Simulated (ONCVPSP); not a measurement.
## Pseudopotential generation, with input and output: Gd

Gadolinium (Gd, Z = 64), core [Kr] 4d10, reference valence 4f7 5s2 5p6 5d1 6s1.5 (an ion of charge +0.5), valence charge 18. Computed at this level: ONCV potential, PBE, non-relativistic, made with ONCVPSP 4.0.1.

### Key numbers

- outcome: generated, with a ghost state
- cutoffs needed: 69 Ha and 227 Ha (the cutoffs at which the residual kinetic energy of the hardest occupied pseudo-wave falls to 1 and 0.1 mHa per electron)
- ghost test: GHOST(-) flagged for s at -119.3 eV; GHOST(+) flagged for p at -13.9 eV
- largest excitation error: +805 meV (all-electron minus pseudo) for 4f6 5s2 5p6 5d2 6s2, out of 4 test configurations
- rms error of d²Exc/dni dnj: 6.18 mHa without and 3.37 mHa with the model core
- clearest signs, in the scattering phases, of states that the all-electron atom lacks: p near −0.5 Ha
- range over which the phases arctan(r R′/R) at the test radius agree within 0.05 rad (a looser test near the poles than one of phase shifts): s: up to about 4.4 Ha; p: between about -1.9 and -0.6 Ha; d: up to about 1.3 Ha; f: over the whole range computed
- hardware: 1 CPU thread, shared host
- wall time: 3.8 s

### Notes

The potential has a bound ghost state, so it can't be used as it stands. An excitation error of 805 meV in its own tests makes this a poorly transferable potential. The scattering phases part by more than π/2 and stay apart in d from about 4.2 Ha: a level there is either far displaced or one that only the pseudo-atom has.

### Input file
```
# ATOM AND REFERENCE CONFIGURATION
# atsym  z   nc   nv     iexc    psfile
  Gd 64.00    9    5        4      upf
#
#   n    l    f
    1    0    2.00
    2    0    2.00
    2    1    6.00
    3    0    2.00
    3    1    6.00
    3    2   10.00
    4    0    2.00
    4    1    6.00
    4    2   10.00
    4    3    7.00
    5    0    2.00
    5    1    6.00
    5    2    1.00
    6    0    1.50
#
# PSEUDOPOTENTIAL AND OPTIMIZATION
# lmax
    3
#
#   l,   rc,      ep,       ncon, nbas, qcut
    0    2.35    0.00    4    7    5.00
    1    1.60    0.00    4    9    4.40
    2    2.45    0.00    5    8    3.40
    3    1.30    0.00    3    8   10.60
#
# LOCAL POTENTIAL
# lloc, lpopt,  rc(5),   dvloc0
    4    1    0.90    3.00
#
# VANDERBILT-KLEINMAN-BYLANDER PROJECTORs
# l, nproj, debl
    0    2    2.20
    1    1    3.80
    2    1    3.00
    3    2    3.60
#
# MODEL CORE CHARGE
# icmod, fcfact, rcfact
    3    4.25    1.75
#
# LOG DERIVATIVE ANALYSIS
# epsh1, epsh2, depsh
   -3.00    5.00    0.02
#
# OUTPUT GRID
# rlmax, drl
    6.00    0.01
#
# TEST CONFIGURATIONS
# ncnf
    4
# nvcnf
#   n    l    f
    5
    4    3    7.00
    5    0    2.00
    5    1    6.00
    5    2    1.00
    6    0    2.00
#
    5
    4    3    7.00
    5    0    2.00
    5    1    6.00
    5    2    1.00
    6    0    1.00
#
    5
    4    3    7.00
    5    0    2.00
    5    1    6.00
    5    2    1.00
    6    0    0.00
#
    5
    4    3    6.00
    5    0    2.00
    5    1    6.00
    5    2    2.00
    6    0    2.00
#
```

The log's header says scalar-relativistic, as this program prints it for non-relativistic runs too.

Command:
```bash
oncvpspnr.x < Gd.dat > Gd.out
```

### Output (extracts)
```
ONCVPSP  (Optimized Norm-Conservinng Vanderbilt PSeudopotential)
scalar-relativistic version 4.0.1

#   n    l    f        energy (Ha)
    1    0    2.00    -1.7302408E+03
    2    0    2.00    -2.7566169E+02
    2    1    6.00    -2.6226852E+02
    3    0    2.00    -6.0922828E+01
    3    1    6.00    -5.4964059E+01
    3    2   10.00    -4.3862747E+01
    4    0    2.00    -1.2128659E+01
    4    1    6.00    -9.7975977E+00
    4    2   10.00    -5.6430428E+00
    4    3    7.00    -5.8718310E-01
    5    0    2.00    -1.7118589E+00
    5    1    6.00    -1.0816700E+00
    5    2    1.00    -2.2243925E-01
    6    0    1.50    -2.2581542E-01

Reference configufation results
  iterations    32
  all-electron total energy (Ha)   -1.08231029D+04

Begin loop to  construct optimized pseudo wave functions
and semi-local pseudopoentials for all angular momenta

Calculating optimized projector #   1

 for l=   0

    Fraction of norm inside rc  0.959231
    Optimizing pswf for qcut=   5.00 a_B^-1,  ecut=  12.49 Ha
    Residual kinetic energy error=  7.26D-06 Ha

    Energy error per electron        Cutoff
         Ha          eV             Ha
         0.01000     0.27211        6.14
         0.00100     0.02721        8.74
         0.00010     0.00272       10.65
         0.00001     0.00027       12.26

Calculating optimized projector #   2

 for l=   0

    Fraction of norm inside rc  0.075606
    Optimizing pswf for qcut=   5.00 a_B^-1,  ecut=  12.49 Ha
    Residual kinetic energy error=  1.27D-05 Ha

    Energy error per electron        Cutoff
         Ha          eV             Ha
         0.01000     0.27211        2.93
         0.00100     0.02721        8.29
         0.00010     0.00272       10.67
         0.00001     0.00027       13.49

Calculating optimized projector #   1

 for l=   1

    Fraction of norm inside rc  0.551627
    Optimizing pswf for qcut=   4.41 a_B^-1,  ecut=   9.72 Ha
    Residual kinetic energy error=  8.37D-03 Ha

    Energy error per electron        Cutoff
         Ha          eV             Ha
         0.01000     0.27211        8.71
         0.00100     0.02721       65.31
         0.00010     0.00272      105.48
         0.00001     0.00027      135.35

Calculating optimized projector #   1

 for l=   2

    Fraction of norm inside rc  0.541356
    Optimizing pswf for qcut=   3.39 a_B^-1,  ecut=   5.76 Ha
    Residual kinetic energy error=  1.18D-02 Ha

    Energy error per electron        Cutoff
         Ha          eV             Ha
         0.01000     0.27211        5.92
         0.00100     0.02721       14.77
         0.00010     0.00272       32.02
         0.00001     0.00027       37.29

   Wellstate for l =  3  n =  6
     eigenvalue =   3.0128
     asymptotic potential =   3.5128
     half-point radius =  2.8379

Calculating optimized projector #   1

 for l=   3

    Fraction of norm inside rc  0.873221
    Optimizing pswf for qcut=  10.61 a_B^-1,  ecut=  56.33 Ha
    Residual kinetic energy error=  1.59D-03 Ha

    Energy error per electron        Cutoff
         Ha          eV             Ha
         0.01000     0.27211       50.21
         0.00100     0.02721       68.80
         0.00010     0.00272      227.07

Calculating optimized projector #   2

 for l=   3

    Fraction of norm inside rc  0.090383
    Optimizing pswf for qcut=  10.61 a_B^-1,  ecut=  56.33 Ha
    Residual kinetic energy error=  4.60D-03 Ha

    Energy error per electron        Cutoff
         Ha          eV             Ha
         0.01000     0.27211       52.88
         0.00100     0.02721      108.05
         0.00010     0.00272      227.59

Construct Vanderbilt / Kleinmman-Bylander projectors

B matrix Hermiticity error, ll=   0
   1   2    6.3585E-09

  Orthonormal projector coefficients  1.3095E+01  1.0764E+00

B matrix Hermiticity error, ll=   3
   1   2   -1.2991E-07

  Orthonormal projector coefficients -1.2190E+01 -5.5208E+00

Model core correction analysis
  based on d2Exc/dn_idn_j

d2excae - all-electron derivatives

   -2.131650D-02   -1.051119D-02   -8.286019D-03   -3.155084D-03
   -9.657706D-04
   -1.051097D-02   -2.567866D-02   -2.347589D-02   -1.148831D-02
   -1.801963D-03
   -8.285849D-03   -2.347588D-02   -2.320127D-02   -1.432652D-02
   -2.681500D-03
   -3.154974D-03   -1.148804D-02   -1.432632D-02   -1.931877D-02
   -1.424273D-02
   -9.656059D-04   -1.801130D-03   -2.679854D-03   -1.423712D-02
   -2.991129D-02

d2excps - pseudofunction derivatives with no core correction

   -4.798260D-02   -2.052419D-02   -1.249535D-02   -3.523927D-03
   -1.899345D-03
   -2.052471D-02   -2.396850D-02   -2.239905D-02   -1.123300D-02
   -1.791837D-03
   -1.249541D-02   -2.239884D-02   -2.379959D-02   -1.480556D-02
   -2.610775D-03
   -3.523835D-03   -1.123266D-02   -1.480538D-02   -1.962599D-02
   -1.423498D-02
   -1.899253D-03   -1.790874D-03   -2.609127D-03   -1.422938D-02
   -2.991237D-02

rms 2nd derivative error    6.181802E-03

rmatch, rhocmatch    0.8568   19.5798

Teter function model core charge with specified parameters

d2excps - pseudofunction derivatives with core correction

   -2.472651D-02   -1.118865D-02   -7.559906D-03   -2.636242D-03
   -1.049305D-03
   -1.118866D-02   -1.538001D-02   -1.574475D-02   -9.248047D-03
   -1.242055D-03
   -7.559862D-03   -1.574466D-02   -1.789830D-02   -1.276918D-02
   -2.256225D-03
   -2.636168D-03   -9.247763D-03   -1.276894D-02   -1.859030D-02
   -1.411332D-02
   -1.049143D-03   -1.241212D-03   -2.254583D-03   -1.410771D-02
   -2.982995D-02

rms 2nd derivative error    3.372399E-03

Pseudoatom total energy -108.470325

Diagnostic tests using Vanderbilt-Kleinman-Bylander pseudopotentials
  1 or more projectors used as specified by nproj input data

   l    rcore       rmatch      e in        delta e   norm test  slope test

   0   2.3546771   2.4261702  -1.7118589   0.0000001   1.0000003   1.0000003
   0   2.3546771   2.4261702  -0.2258154   0.0000000   1.0000000   1.0000000

   1   1.6056859   1.6544380  -1.0816700   0.0000000   1.0000000   1.0000001

   2   2.4553716   2.5299220  -0.2224393   0.0000000   1.0000000   1.0000000

   3   1.3023607   1.3419032  -0.5871831  -0.0004492   0.9996340   0.9993349
   3   1.3023607   1.3419032   3.0128169  -0.0015647   1.0002796   1.0002796

 Testing for bound ghosts
   n   l    E NL Schr. Eq   E Basis Diag.   E Cutoff

       0                       -4.384716     34.39  WARNING - GHOST(-)
   1   0       -1.711859       -1.711770     34.39
   2   0       -0.225815       -0.207825     34.39

   2   1       -1.081670       -1.080955    117.10

   3   2       -0.222439       -0.220540     42.74

   4   3       -0.587632       -0.586321    229.48

 Testing for highly-localized positive-energy ghosts
       l    <radius>/rc     E Basis Diag.   E Cutoff

       1        0.369358       -0.510113    117.10  WARNING - GHOST(+)

Test configuration 0

   n   l     f        eae           eps        diff
   1   0  2.0000-1730.24079405
   2   0  2.0000 -275.66169051
   2   1  6.0000 -262.26852500
   3   0  2.0000  -60.92282849
   3   1  6.0000  -54.96405859
   3   2 10.0000  -43.86274665
   4   0  2.0000  -12.12865929
   4   1  6.0000   -9.79759773
   4   2 10.0000   -5.64304283
   4   3  7.0000   -0.58718310   -0.58763226   -4.49D-04
   5   0  2.0000   -1.71185891   -1.71185880    1.05D-07
   5   1  6.0000   -1.08167004   -1.08167000    4.42D-08
   5   2  1.0000   -0.22243925   -0.22243925    0.00D+00
   6   0  1.5000   -0.22581542   -0.22581542    0.00D+00

    Total energies and differences
      AE_ref= -1.08231029D+04  AE_tst= -1.08231029D+04  dif=  0.00D+00
      PS_ref= -1.08470325D+02  PS_tst= -1.08470325D+02  dif= -4.55D-13
      PSP excitation error=  4.55D-13

Test configuration 1

   n   l     f        eae           eps        diff
   1   0  2.0000-1730.13337761
   2   0  2.0000 -275.55463629
   2   1  6.0000 -262.16144375
   3   0  2.0000  -60.81582757
   3   1  6.0000  -54.85705293
   3   2 10.0000  -43.75574760
   4   0  2.0000  -12.02165863
   4   1  6.0000   -9.69060256
   4   2 10.0000   -5.53607095
   4   3  7.0000   -0.48029088   -0.48047688   -1.86D-04
   5   0  2.0000   -1.60504925   -1.60498200    6.73D-05
   5   1  6.0000   -0.97493518   -0.97499801   -6.28D-05
   5   2  1.0000   -0.12126474   -0.12133139   -6.67D-05
   6   0  2.0000   -0.13899249   -0.13897770    1.48D-05

    Total energies and differences
      AE_ref= -1.08231029D+04  AE_tst= -1.08231939D+04  dif= -9.10D-02
      PS_ref= -1.08470325D+02  PS_tst= -1.08561277D+02  dif= -9.10D-02
      PSP excitation error= -4.47D-06

Test configuration 2

   n   l     f        eae           eps        diff
   1   0  2.0000-1730.35913313
   2   0  2.0000 -275.77955335
   2   1  6.0000 -262.38642798
   3   0  2.0000  -61.04055366
   3   1  6.0000  -55.08179267
   3   2 10.0000  -43.98048332
   4   0  2.0000  -12.24638804
   4   1  6.0000   -9.91532145
   4   2 10.0000   -5.76074077
   4   3  7.0000   -0.70474165   -0.70549238   -7.51D-04
   5   0  2.0000   -1.82917297   -1.82924013   -6.72D-05
   5   1  6.0000   -1.19868484   -1.19860122    8.36D-05
   5   2  1.0000   -0.33232449   -0.33224290    8.16D-05
   6   0  1.0000   -0.31784550   -0.31787669   -3.12D-05

    Total energies and differences
      AE_ref= -1.08231029D+04  AE_tst= -1.08229672D+04  dif=  1.36D-01
      PS_ref= -1.08470325D+02  PS_tst= -1.08334598D+02  dif=  1.36D-01
      PSP excitation error= -6.60D-06

Test configuration 3

   n   l     f        eae           eps        diff
   1   0  2.0000-1730.62507800
   2   0  2.0000 -276.04419401
   2   1  6.0000 -262.65119097
   3   0  2.0000  -61.30461893
   3   1  6.0000  -55.34588995
   3   2 10.0000  -44.24462094
   4   0  2.0000  -12.51050315
   4   1  6.0000  -10.17943082
   4   2 10.0000   -6.02479872
   4   3  7.0000   -0.96830713   -0.96973748   -1.43D-03
   5   0  2.0000   -2.09157304   -2.09173321   -1.60D-04
   5   1  6.0000   -1.45948381   -1.45916674    3.17D-04
   5   2  1.0000   -0.57506132   -0.57478696    2.74D-04

    Total energies and differences
      AE_ref= -1.08231029D+04  AE_tst= -1.08225515D+04  dif=  5.51D-01
      PS_ref= -1.08470325D+02  PS_tst= -1.07918826D+02  dif=  5.51D-01
      PSP excitation error= -9.46D-05

Test configuration 4

   n   l     f        eae           eps        diff
   1   0  2.0000-1730.42628575
   2   0  2.0000 -275.87571108
   2   1  6.0000 -262.47636984
   3   0  2.0000  -61.17786934
   3   1  6.0000  -55.21747763
   3   2 10.0000  -44.11155306
   4   0  2.0000  -12.34073976
   4   1  6.0000  -10.00519940
   4   2 10.0000   -5.84015184
   4   3  6.0000   -0.74533214   -0.67336315    7.20D-02
   5   0  2.0000   -1.72606713   -1.72536240    7.05D-04
   5   1  6.0000   -1.07447548   -1.06809715    6.38D-03
   5   2  2.0000   -0.16267842   -0.15832298    4.36D-03
   6   0  2.0000   -0.14657573   -0.14729058   -7.15D-04

    Total energies and differences
      AE_ref= -1.08231029D+04  AE_tst= -1.08227250D+04  dif=  3.78D-01
      PS_ref= -1.08470325D+02  PS_tst= -1.08122023D+02  dif=  3.48D-01
      PSP excitation error=  2.96D-02
```

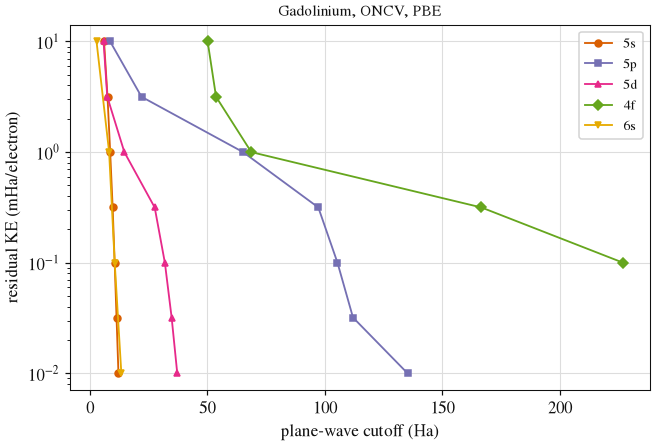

*Residual kinetic energy of the pseudo-waves (the first of each channel, and further valence shells) beyond the plane-wave cutoff, as the generator prints it.*

- Cutoffs for the occupied states: 69 Ha for 1 mHa and 227 Ha for 0.1 mHa per electron. The first is set by 4f.
- Cutoffs for 1 mHa per electron: 4f: 69 Ha; 5p: 65 Ha; 5d: 15 Ha; 5s: 8.7 Ha; 6s: 8.3 Ha. The potential isn't sound: its ghost test gives GHOST(-) flagged for s at -119.3 eV; GHOST(+) flagged for p at -13.9 eV.

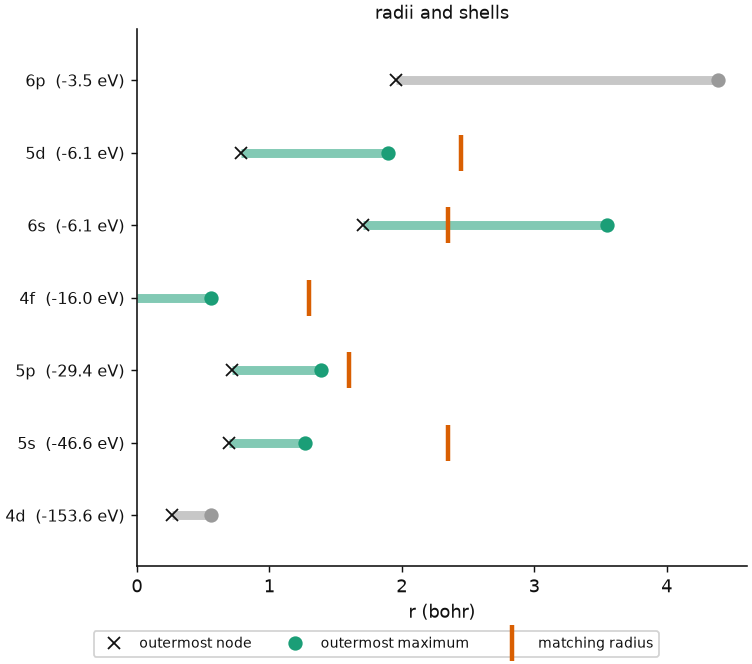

*Outer shells of the all-electron reference atom: each bar runs from the outermost node (or the nucleus) to the outermost maximum of u(r); the tick is the radius chosen for the pseudo-wave. Shells without a tick have no pseudo-wave of their own. Levels, nodes and maxima are from ld1.x, non-relativistic.*

- Radii against the shells: 5s: 2.35 bohr, outside the maximum; 5p: 1.60 bohr, outside the maximum; 4f: 1.30 bohr, outside the maximum; 6s: 2.35 bohr, between node and maximum; 5d: 2.45 bohr, outside the maximum.

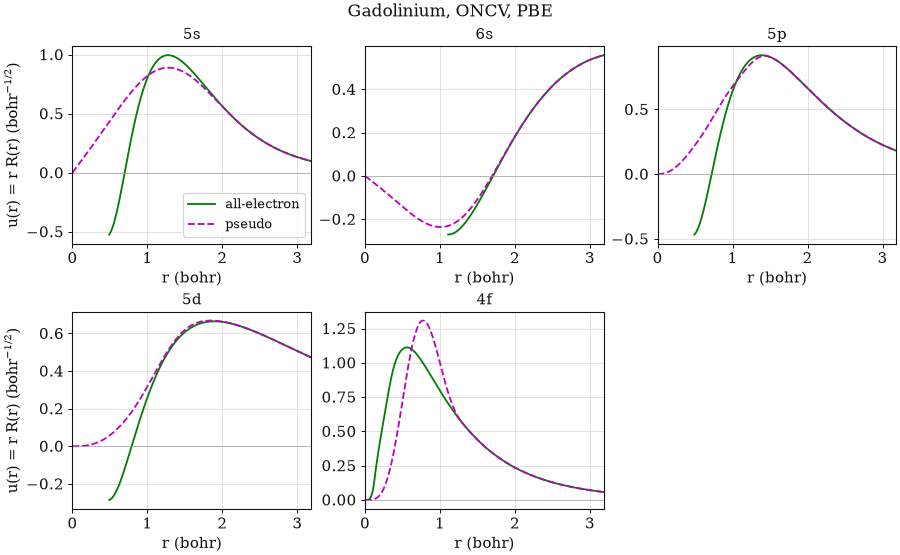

*Partial waves u(r) = r R(r), all-electron (solid) and pseudo (dashed). The innermost oscillations of some all-electron curves aren't drawn. Reference configuration 4f7 5s2 5p6 5d1 6s1.5.*

- Matching radii: 5s at 2.35 bohr; 6s at 2.35 bohr; 5p at 1.60 bohr; 5d at 2.45 bohr; 4f at 1.30 bohr. The curves merge smoothly, so the plot gives these only roughly.
- Nodes of the pseudo-waves: 5s has no node; 6s has a node at about 1.7 bohr; 5p has no node; 5d has no node; 4f has no node. A node in 6s is expected, since a lower shell of the same l is also in the valence and the two must stay orthogonal.
- Cutoffs needed: 69 Ha (loose) and 227 Ha (tight), as the cutoffs at which the residual kinetic energy of the hardest occupied pseudo-wave falls to 1 and 0.1 mHa per electron.
